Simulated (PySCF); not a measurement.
## Geometry relaxation, with input and output: RuH2O (part 1 of 2)

RuH2O, multiplicity 3, computed with UHF/def2-svp, optimize (PySCF 2.14.0).

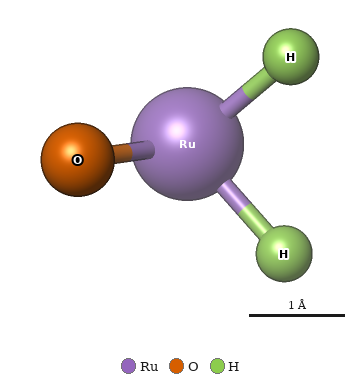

Figure 1. The starting structure (ball-and-stick view, seen at a tilt). Sticks mark near contacts.

Input:
```python
from pyscf import gto, scf
from pyscf.geomopt.geometric_solver import optimize

mol = gto.M(
    atom='Ru 0.0899 0.1558 -0.1198; O -0.6382 -1.1053 0.6737; H 1.4336 0.3769 0.6576; H -0.3903 1.43 0.6576',
    basis='def2-svp',
    ecp={'Ru': 'def2-svp'},
    charge=0,
    spin=2,
    symmetry=True,
    verbose=4,
)
mf = scf.UHF(mol)
mf.level_shift = 0.3
mf.kernel()
mol_eq = optimize(mf, maxsteps=30)
print('optimised geometry (angstrom)')
print(mol_eq.tostring('raw'))
print('orbital energies (hartree):', [e[max(0, n-3):n+3].round(4) for e, n in zip(mf.mo_energy, mol.nelec)])
```

Hardware: 1 CPU thread, shared host.

Launched with:
```bash
OMP_NUM_THREADS=1 python input.py
```

The program's output:
```
PySCF version 2.14.0

[INPUT] verbose = 4
[INPUT] num. atoms = 4
[INPUT] num. electrons = 26
[INPUT] charge = 0
[INPUT] spin (= nelec alpha-beta = 2S) = 2
[INPUT] symmetry True subgroup None
[INPUT] Mole.unit = angstrom
[INPUT] Symbol           X                Y                Z      unit          X                Y                Z       unit  Magmom
[INPUT]  1 Ru     0.089900000000   0.155800000000  -0.119800000000 AA    0.169886378598   0.294419330207  -0.226389189723 Bohr   0.0
[INPUT]  2 O     -0.638200000000  -1.105300000000   0.673700000000 AA   -1.206023212697  -2.088714285482   1.273108490119 Bohr   0.0
[INPUT]  3 H      1.433600000000   0.376900000000   0.657600000000 AA    2.709111372176   0.712237776349   1.242683899514 Bohr   0.0
[INPUT]  4 H     -0.390300000000   1.430000000000   0.657600000000 AA   -0.737560106418   2.702308358128   1.242683899514 Bohr   0.0

nuclear repulsion = 55.2188705121353
point group symmetry = C1
symmetry origin: [0. 0. 0.]
symmetry axis x: [1. 0. 0.]
symmetry axis y: [0. 1. 0.]
symmetry axis z: [0. 0. 1.]
num. orbitals of irrep A = 55
number of shells = 23
number of NR pGTOs = 95
number of NR cGTOs = 55
basis = def2-svp
ecp = {'Ru': 'def2-svp'}

******** <class 'pyscf.scf.uhf.UHF'> ********
method = UHF
initial guess = minao
damping factor = 0
level_shift factor = 0.3
DIIS = <class 'pyscf.scf.diis.CDIIS'>
diis_start_cycle = 1
diis_space = 8
diis_damp = 0
SCF conv_tol = 1e-09
SCF conv_tol_grad = None
SCF max_cycles = 50
direct_scf = True
direct_scf_tol = 1e-13
number electrons alpha = 14  beta = 12
Set gradient conv threshold to 3.16228e-05
init E= -159.967207468994
  alpha nocc = 14  HOMO = -0.409539849337284  LUMO = -0.198516236980353
  beta  nocc = 12  HOMO = -0.561027884445942  LUMO = -0.445148932605371

WARN: HOMO -0.409539849337284 >= LUMO -0.445148932605371

cycle= 1 E= -169.662571695731  delta_E= -9.7  |g|=  0.7  |ddm|= 1.94
  alpha nocc = 14  HOMO = -0.184147058722698  LUMO = 0.398019014638559
  beta  nocc = 12  HOMO = -0.182365260232977  LUMO = 0.350715576133808
  HOMO = -0.182365260233  LUMO = 0.350715576134  gap/eV = 14.50587
cycle= 2 E= -169.84574864399  delta_E= -0.183  |g|= 0.364  |ddm|= 0.671
  alpha nocc = 14  HOMO = -0.381723880338744  LUMO = 0.35944315767009
  beta  nocc = 12  HOMO = -0.399732488139999  LUMO = 0.309441379293008
  HOMO = -0.381723880339  LUMO = 0.309441379293  gap/eV = 18.80756
cycle= 3 E= -169.904277272918  delta_E= -0.0585  |g|= 0.11  |ddm|= 0.357
  alpha nocc = 14  HOMO = -0.401679655089948  LUMO = 0.360645490492319
  beta  nocc = 12  HOMO = -0.400406403178609  LUMO = 0.313922247268212
  HOMO = -0.400406403179  LUMO = 0.313922247268  gap/eV = 19.43787
cycle= 4 E= -169.918881705338  delta_E= -0.0146  |g|= 0.0799  |ddm|= 0.159
  alpha nocc = 14  HOMO = -0.409346067742583  LUMO = 0.359085625539502
  beta  nocc = 12  HOMO = -0.417611649290073  LUMO = 0.311275756936198
  HOMO = -0.409346067743  LUMO = 0.311275756936  gap/eV = 19.60912
cycle= 5 E= -169.926605249392  delta_E= -0.00772  |g|= 0.0426  |ddm|= 0.109
  alpha nocc = 14  HOMO = -0.422916457405079  LUMO = 0.35591240220107
  beta  nocc = 12  HOMO = -0.426795497109377  LUMO = 0.310849305433525
  HOMO = -0.422916457405  LUMO = 0.310849305434  gap/eV = 19.96678
cycle= 6 E= -169.931332008664  delta_E= -0.00473  |g|= 0.0245  |ddm|= 0.108
  alpha nocc = 14  HOMO = -0.424009742062357  LUMO = 0.355369320985779
  beta  nocc = 12  HOMO = -0.428173967695844  LUMO = 0.31156243137587
  HOMO = -0.424009742062  LUMO = 0.311562431376  gap/eV = 20.01594
cycle= 7 E= -169.933219539497  delta_E= -0.00189  |g|= 0.0169  |ddm|= 0.0619
  alpha nocc = 14  HOMO = -0.4230691266104  LUMO = 0.355403651027425
  beta  nocc = 12  HOMO = -0.429353494455042  LUMO = 0.312388867395841
  HOMO = -0.42306912661  LUMO = 0.312388867396  gap/eV = 20.01283
cycle= 8 E= -169.934436105375  delta_E= -0.00122  |g|= 0.0117  |ddm|= 0.0553
  alpha nocc = 14  HOMO = -0.42361997428703  LUMO = 0.354778034646302
  beta  nocc = 12  HOMO = -0.431721725938999  LUMO = 0.312333331608632
  HOMO = -0.423619974287  LUMO = 0.312333331609  gap/eV = 20.02631
cycle= 9 E= -169.935160079732  delta_E= -0.000724  |g|= 0.00844  |ddm|= 0.0478
  alpha nocc = 14  HOMO = -0.421614618230537  LUMO = 0.355292559978431
  beta  nocc = 12  HOMO = -0.43282035036616  LUMO = 0.312885649979976
  HOMO = -0.421614618231  LUMO = 0.31288564998  gap/eV = 19.98677
cycle= 10 E= -169.935600084839  delta_E= -0.00044  |g|= 0.00604  |ddm|= 0.0424
  alpha nocc = 14  HOMO = -0.420919284261429  LUMO = 0.35558828616339
  beta  nocc = 12  HOMO = -0.43453606582726  LUMO = 0.312897329683145
  HOMO = -0.420919284261  LUMO = 0.312897329683  gap/eV = 19.96817
cycle= 11 E= -169.935837235197  delta_E= -0.000237  |g|= 0.00431  |ddm|= 0.0341
  alpha nocc = 14  HOMO = -0.420581043035559  LUMO = 0.355674701343226
  beta  nocc = 12  HOMO = -0.435897729352866  LUMO = 0.312990011185589
  HOMO = -0.420581043036  LUMO = 0.312990011186  gap/eV = 19.96149
cycle= 12 E= -169.935941860205  delta_E= -0.000105  |g|= 0.00314  |ddm|= 0.0224
  alpha nocc = 14  HOMO = -0.419721863961818  LUMO = 0.355910885773556
  beta  nocc = 12  HOMO = -0.437096792931308  LUMO = 0.313038803585228
  HOMO = -0.419721863962  LUMO = 0.313038803585  gap/eV = 19.93943
cycle= 13 E= -169.936003070681  delta_E= -6.12e-05  |g|= 0.00226  |ddm|= 0.0196
  alpha nocc = 14  HOMO = -0.419615304067706  LUMO = 0.355903722030265
  beta  nocc = 12  HOMO = -0.438188509965947  LUMO = 0.313024702891217
  HOMO = -0.419615304068  LUMO = 0.313024702891  gap/eV = 19.93615
cycle= 14 E= -169.936030261155  delta_E= -2.72e-05  |g|= 0.00162  |ddm|= 0.0122
  alpha nocc = 14  HOMO = -0.419360672068119  LUMO = 0.355927160395791
  beta  nocc = 12  HOMO = -0.438716351062038  LUMO = 0.313045091619145
  HOMO = -0.419360672068  LUMO = 0.313045091619  gap/eV = 19.92978
cycle= 15 E= -169.936045301593  delta_E= -1.5e-05  |g|= 0.00131  |ddm|= 0.00863
  alpha nocc = 14  HOMO = -0.419345387103651  LUMO = 0.355914559321776
  beta  nocc = 12  HOMO = -0.438786126776939  LUMO = 0.313057627419722
  HOMO = -0.419345387104  LUMO = 0.31305762742  gap/eV = 19.92970
cycle= 16 E= -169.936054240216  delta_E= -8.94e-06  |g|= 0.000979  |ddm|= 0.00609
  alpha nocc = 14  HOMO = -0.419392452817592  LUMO = 0.355853982539644
  beta  nocc = 12  HOMO = -0.43898464122246  LUMO = 0.313024998970668
  HOMO = -0.419392452818  LUMO = 0.313024998971  gap/eV = 19.93009
cycle= 17 E= -169.936061682395  delta_E= -7.44e-06  |g|= 0.000793  |ddm|= 0.00616
  alpha nocc = 14  HOMO = -0.419386310805921  LUMO = 0.355829939689071
  beta  nocc = 12  HOMO = -0.439052923796435  LUMO = 0.31302257322668
  HOMO = -0.419386310806  LUMO = 0.313022573227  gap/eV = 19.92986
cycle= 18 E= -169.936066157893  delta_E= -4.48e-06  |g|= 0.000635  |ddm|= 0.00506
  alpha nocc = 14  HOMO = -0.419363838843624  LUMO = 0.35581222552972
  beta  nocc = 12  HOMO = -0.439113027953974  LUMO = 0.313018597416362
  HOMO = -0.419363838844  LUMO = 0.313018597416  gap/eV = 19.92914
cycle= 19 E= -169.936068918804  delta_E= -2.76e-06  |g|= 0.000541  |ddm|= 0.00473
  alpha nocc = 14  HOMO = -0.419377913456032  LUMO = 0.355786257647401
  beta  nocc = 12  HOMO = -0.43916392825939  LUMO = 0.313003070912207
  HOMO = -0.419377913456  LUMO = 0.313003070912  gap/eV = 19.92910
cycle= 20 E= -169.936069988083  delta_E= -1.07e-06  |g|= 0.000419  |ddm|= 0.00285
  alpha nocc = 14  HOMO = -0.419358591245258  LUMO = 0.355788926902538
  beta  nocc = 12  HOMO = -0.439131143033746  LUMO = 0.313009010342273
  HOMO = -0.419358591245  LUMO = 0.313009010342  gap/eV = 19.92874
cycle= 21 E= -169.936070527998  delta_E= -5.4e-07  |g|= 0.000277  |ddm|= 0.00204
  alpha nocc = 14  HOMO = -0.419405073756867  LUMO = 0.355771097216665
  beta  nocc = 12  HOMO = -0.439143932914176  LUMO = 0.312991322643518
  HOMO = -0.419405073757  LUMO = 0.312991322644  gap/eV = 19.92952
cycle= 22 E= -169.936070754079  delta_E= -2.26e-07  |g|= 0.000175  |ddm|= 0.000991
  alpha nocc = 14  HOMO = -0.41940857596626  LUMO = 0.355773751429541
  beta  nocc = 12  HOMO = -0.439123613993099  LUMO = 0.312991152715963
  HOMO = -0.419408575966  LUMO = 0.312991152716  gap/eV = 19.92961
cycle= 23 E= -169.936070858527  delta_E= -1.04e-07  |g|= 0.000137  |ddm|= 0.000523
  alpha nocc = 14  HOMO = -0.419411232417784  LUMO = 0.355774084750155
  beta  nocc = 12  HOMO = -0.439114910417251  LUMO = 0.312988551172609
  HOMO = -0.419411232418  LUMO = 0.312988551173  gap/eV = 19.92961
cycle= 24 E= -169.936070935149  delta_E= -7.66e-08  |g|= 0.000121  |ddm|= 0.000365
  alpha nocc = 14  HOMO = -0.419403767505691  LUMO = 0.355776157412511
  beta  nocc = 12  HOMO = -0.439100542598015  LUMO = 0.312984495728274
  HOMO = -0.419403767506  LUMO = 0.312984495728  gap/eV = 19.92930
cycle= 25 E= -169.936071022126  delta_E= -8.7e-08  |g|= 0.000107  |ddm|= 0.000439
  alpha nocc = 14  HOMO = -0.419400751680739  LUMO = 0.355777983395288
  beta  nocc = 12  HOMO = -0.439069197879323  LUMO = 0.312976319873263
  HOMO = -0.419400751681  LUMO = 0.312976319873  gap/eV = 19.92900
cycle= 26 E= -169.936071150597  delta_E= -1.28e-07  |g|= 9.45e-05  |ddm|= 0.000807
  alpha nocc = 14  HOMO = -0.419402270616722  LUMO = 0.355777541526526
  beta  nocc = 12  HOMO = -0.43906829961823  LUMO = 0.312975644938404
  HOMO = -0.419402270617  LUMO = 0.312975644938  gap/eV = 19.92902
cycle= 27 E= -169.93607119126  delta_E= -4.07e-08  |g|= 7.88e-05  |ddm|= 0.000325
  alpha nocc = 14  HOMO = -0.419400568808724  LUMO = 0.355782202801349
  beta  nocc = 12  HOMO = -0.439019264198625  LUMO = 0.312961853715023
  HOMO = -0.419400568809  LUMO = 0.312961853715  gap/eV = 19.92860
cycle= 28 E= -169.936071288165  delta_E= -9.69e-08  |g|= 8.4e-05  |ddm|= 0.000913
  alpha nocc = 14  HOMO = -0.419405723448392  LUMO = 0.355781302239855
  beta  nocc = 12  HOMO = -0.439016520766325  LUMO = 0.312957652057044
  HOMO = -0.419405723448  LUMO = 0.312957652057  gap/eV = 19.92862
cycle= 29 E= -169.93607132779  delta_E= -3.96e-08  |g|= 6.18e-05  |ddm|= 0.000506
  alpha nocc = 14  HOMO = -0.419409725363558  LUMO = 0.355785101773726
  beta  nocc = 12  HOMO = -0.438992178989047  LUMO = 0.312950776170631
  HOMO = -0.419409725364  LUMO = 0.312950776171  gap/eV = 19.92854
cycle= 30 E= -169.936071361039  delta_E= -3.32e-08  |g|= 5.5e-05  |ddm|= 0.000537
  alpha nocc = 14  HOMO = -0.419415304478135  LUMO = 0.355784852166698
  beta  nocc = 12  HOMO = -0.438991315601944  LUMO = 0.31294582085353
  HOMO = -0.419415304478  LUMO = 0.312945820854  gap/eV = 19.92856
cycle= 31 E= -169.936071377554  delta_E= -1.65e-08  |g|= 3.83e-05  |ddm|= 0.000343
  alpha nocc = 14  HOMO = -0.419417732508776  LUMO = 0.355786211289269
  beta  nocc = 12  HOMO = -0.438983408874623  LUMO = 0.312943832268236
  HOMO = -0.419417732509  LUMO = 0.312943832268  gap/eV = 19.92857
cycle= 32 E= -169.936071386608  delta_E= -9.05e-09  |g|= 3.03e-05  |ddm|= 0.000266
  alpha nocc = 14  HOMO = -0.419423983351198  LUMO = 0.355786772912805
  beta  nocc = 12  HOMO = -0.438977402797885  LUMO = 0.312938961789907
  HOMO = -0.419423983351  LUMO = 0.31293896179  gap/eV = 19.92861
cycle= 33 E= -169.936071392891  delta_E= -6.28e-09  |g|= 2.79e-05  |ddm|= 0.000282
  alpha nocc = 14  HOMO = -0.419421909628832  LUMO = 0.355786673771213
  beta  nocc = 12  HOMO = -0.438979349649267  LUMO = 0.312939607979926
  HOMO = -0.419421909629  LUMO = 0.31293960798  gap/eV = 19.92857
cycle= 34 E= -169.936071393694  delta_E= -8.04e-10  |g|= 1.53e-05  |ddm|= 6.86e-05
  alpha nocc = 14  HOMO = -0.419422420180499  LUMO = 0.0557868882598519
  beta  nocc = 12  HOMO = -0.438978518013236  LUMO = 0.0129404152576852
  HOMO = -0.41942242018  LUMO = 0.0129404152577  gap/eV = 11.76519
Extra cycle  E= -169.9360713942  delta_E= -5.06e-10  |g|= 1.17e-05  |ddm|= 2.68e-05
converged SCF energy = -169.9360713942  <S^2> = 2.1106754  2S+1 = 3.0728979
Create scanner for <class 'pyscf.grad.uhf.Gradients'>
Create scanner for <class 'pyscf.scf.uhf.UHF'>
input.py

Current date and time:

#|     Arguments passed to driver run_optimizer():      |#
customengine              <pyscf.geomopt.geometric_solver.PySCFEngine object>
logIni                    [file]
maxiter                   30
----------------------------------------------------------
Custom engine selected.
Bonds will be generated from interatomic distances less than 1.20 times sum of covalent radii
12 internal coordinates being used (instead of 12 Cartesians)
Internal coordinate system (atoms numbered from 1):
Distance 1-2
Distance 1-3
Distance 1-4
Angle 2-1-3
Angle 2-1-4
Angle 3-1-4
Translation-X 1-4
Translation-Y 1-4
Translation-Z 1-4
Rotation-A 1-4
Rotation-B 1-4
Rotation-C 1-4
<class 'geometric.internal.Distance'> : 3
<class 'geometric.internal.Angle'> : 3
<class 'geometric.internal.TranslationX'> : 1
<class 'geometric.internal.TranslationY'> : 1
<class 'geometric.internal.TranslationZ'> : 1
<class 'geometric.internal.RotationA'> : 1
<class 'geometric.internal.RotationB'> : 1
<class 'geometric.internal.RotationC'> : 1
> ===== Optimization Info: ====
> Job type: Energy minimization
> Maximum number of optimization cycles: 30
> Initial / maximum trust radius (Angstrom): 0.100 / 0.300
> Convergence Criteria:
> Will converge when all 5 criteria are reached:
>  |Delta-E| < 1.00e-06
>  RMS-Grad  < 3.00e-04
>  Max-Grad  < 4.50e-04
>  RMS-Disp  < 1.20e-03
>  Max-Disp  < 1.80e-03
> === End Optimization Info ===

Geometry optimization cycle 1
Cartesian coordinates (Angstrom)
 Atom        New coordinates             dX        dY        dZ
  Ru   0.089900   0.155800  -0.119800    0.000000  0.000000  0.000000
   O  -0.638200  -1.105300   0.673700    0.000000  0.000000 -0.000000
   H   1.433600   0.376900   0.657600    0.000000  0.000000  0.000000
   H  -0.390300   1.430000   0.657600    0.000000  0.000000  0.000000

WARN: Mole.unit (angstrom) is changed to Bohr

New geometry
   1 Ru     0.089900000000   0.155800000000  -0.119800000000 AA    0.169886378598   0.294419330207  -0.226389189723 Bohr
   2 O     -0.638200000000  -1.105300000000   0.673700000000 AA   -1.206023212697  -2.088714285482   1.273108490119 Bohr
   3 H      1.433600000000   0.376900000000   0.657600000000 AA    2.709111372176   0.712237776349   1.242683899514 Bohr
   4 H     -0.390300000000   1.430000000000   0.657600000000 AA   -0.737560106418   2.702308358128   1.242683899514 Bohr

******** <class 'pyscf.scf.hf.UHF_Scanner'> ********
method = UHF_Scanner
initial guess = minao
damping factor = 0
level_shift factor = 0.3
DIIS = <class 'pyscf.scf.diis.CDIIS'>
diis_start_cycle = 1
diis_space = 8
diis_damp = 0
SCF conv_tol = 1e-09
SCF conv_tol_grad = None
SCF max_cycles = 50
direct_scf = True
direct_scf_tol = 1e-13
number electrons alpha = 14  beta = 12
Set gradient conv threshold to 3.16228e-05
init E= -169.9360713942
  alpha nocc = 14  HOMO = -0.419422305369346  LUMO = 0.355787032404025
  beta  nocc = 12  HOMO = -0.438978012192082  LUMO = 0.312939756162356
  HOMO = -0.419422305369  LUMO = 0.312939756162  gap/eV = 19.92859
cycle= 1 E= -169.93607139445  delta_E= -2.5e-10  |g|= 1.11e-05  |ddm|= 1.38e-05
  alpha nocc = 14  HOMO = -0.419422617048899  LUMO = 0.0557872467774805
  beta  nocc = 12  HOMO = -0.438977226315123  LUMO = 0.0129399109348327
  HOMO = -0.419422617049  LUMO = 0.0129399109348  gap/eV = 11.76518
Extra cycle  E= -169.936071394766  delta_E= -3.17e-10  |g|= 1.03e-05  |ddm|= 1.95e-05
converged SCF energy = -169.936071394766  <S^2> = 2.1106773  2S+1 = 3.0728991

******** <class 'pyscf.grad.rhf.Gradients_Scanner'> for <class 'pyscf.scf.hf.UHF_Scanner'> ********
unit = Eh/Bohr
--------------- UHF_Scanner gradients ---------------
         x                y                z
0 Ru     0.0099707224     0.0173086424    -0.0093074976
1 O    -0.0070181057    -0.0121592185     0.0102574949
2 H    -0.0054894842    -0.0002503398    -0.0004677636
3 H     0.0025368676    -0.0048990842    -0.0004822337
----------------------------------------------
cycle 1: E = -169.936071395  dE = -169.936  norm(grad) = 0.0291382
Step    0 : Gradient = 1.457e-02/2.204e-02 (rms/max) Energy = -169.9360713948
Hessian Eigenvalues: 5.00000e-02 5.00000e-02 5.00000e-02 ... 1.60000e-01 1.60000e-01 4.14080e-01

Geometry optimization cycle 2
Cartesian coordinates (Angstrom)
 Atom        New coordinates             dX        dY        dZ
  Ru   0.084857   0.146992  -0.094069   -0.005043 -0.008808  0.025731
   O  -0.641104  -1.110319   0.660733   -0.002904 -0.005019 -0.012967
   H   1.468258   0.366086   0.651205    0.034658 -0.010814 -0.006395
   H  -0.417011   1.454642   0.651231   -0.026711  0.024642 -0.006369
New geometry
   1 Ru     0.084856684176   0.146991783593  -0.094069450035 AA    0.160355892932   0.277774213553  -0.177765497254 Bohr
   2 O     -0.641104121761  -1.110319105919   0.660732656088 AA   -1.211511207458  -2.098199021059   1.248603761562 Bohr
   3 H      1.468258278809   0.366085708624   0.651205356947 AA    2.774606027074   0.691801727417   1.230599775480 Bohr
   4 H     -0.417010841225   1.454641613704   0.651231437000 AA   -0.788036280889   2.748874259295   1.230649059637 Bohr

******** <class 'pyscf.scf.hf.UHF_Scanner'> ********
method = UHF_Scanner
initial guess = minao
damping factor = 0
level_shift factor = 0.3
DIIS = <class 'pyscf.scf.diis.CDIIS'>
diis_start_cycle = 1
diis_space = 8
diis_damp = 0
SCF conv_tol = 1e-09
SCF conv_tol_grad = None
SCF max_cycles = 50
direct_scf = True
direct_scf_tol = 1e-13
number electrons alpha = 14  beta = 12
Set gradient conv threshold to 3.16228e-05
init E= -169.941698051125
  alpha nocc = 14  HOMO = -0.41139735888859  LUMO = 0.357822442937412
  beta  nocc = 12  HOMO = -0.434187703170009  LUMO = 0.313634199724495
  HOMO = -0.411397358889  LUMO = 0.313634199724  gap/eV = 19.72911
cycle= 1 E= -169.93654093591  delta_E= 0.00516  |g|= 0.0159  |ddm|= 0.0441
  alpha nocc = 14  HOMO = -0.415825676958118  LUMO = 0.358851772527455
  beta  nocc = 12  HOMO = -0.438032305597946  LUMO = 0.314486446244778
  HOMO = -0.415825676958  LUMO = 0.314486446245  gap/eV = 19.87281
cycle= 2 E= -169.936767246276  delta_E= -0.000226  |g|= 0.00918  |ddm|= 0.0182
  alpha nocc = 14  HOMO = -0.416118703926104  LUMO = 0.358535017052316
  beta  nocc = 12  HOMO = -0.439748527827906  LUMO = 0.314132053522841
  HOMO = -0.416118703926  LUMO = 0.314132053523  gap/eV = 19.87114
cycle= 3 E= -169.936861240813  delta_E= -9.4e-05  |g|= 0.00595  |ddm|= 0.0108
  alpha nocc = 14  HOMO = -0.416708511738845  LUMO = 0.358561719652906
  beta  nocc = 12  HOMO = -0.440120729129689  LUMO = 0.314445317760314
  HOMO = -0.416708511739  LUMO = 0.31444531776  gap/eV = 19.89571
cycle= 4 E= -169.936932229382  delta_E= -7.1e-05  |g|= 0.00379  |ddm|= 0.0111
  alpha nocc = 14  HOMO = -0.417130460298737  LUMO = 0.358389046447787
  beta  nocc = 12  HOMO = -0.441160851548633  LUMO = 0.31438963236628
  HOMO = -0.417130460299  LUMO = 0.314389632366  gap/eV = 19.90568
cycle= 5 E= -169.936970879015  delta_E= -3.86e-05  |g|= 0.00259  |ddm|= 0.00882
  alpha nocc = 14  HOMO = -0.417049167944667  LUMO = 0.358393010155127
  beta  nocc = 12  HOMO = -0.441355065378387  LUMO = 0.31460119504592
  HOMO = -0.417049167945  LUMO = 0.314601195046  gap/eV = 19.90922
cycle= 6 E= -169.936996829623  delta_E= -2.6e-05  |g|= 0.00191  |ddm|= 0.00781
  alpha nocc = 14  HOMO = -0.417202948159314  LUMO = 0.358218767094491
  beta  nocc = 12  HOMO = -0.441962658888107  LUMO = 0.314633259358875
  HOMO = -0.417202948159  LUMO = 0.314633259359  gap/eV = 19.91428
cycle= 7 E= -169.937014853364  delta_E= -1.8e-05  |g|= 0.00149  |ddm|= 0.00697
  alpha nocc = 14  HOMO = -0.416955974786331  LUMO = 0.358208641915356
  beta  nocc = 12  HOMO = -0.442042708893639  LUMO = 0.314763828774136
  HOMO = -0.416955974786  LUMO = 0.314763828774  gap/eV = 19.91111
```
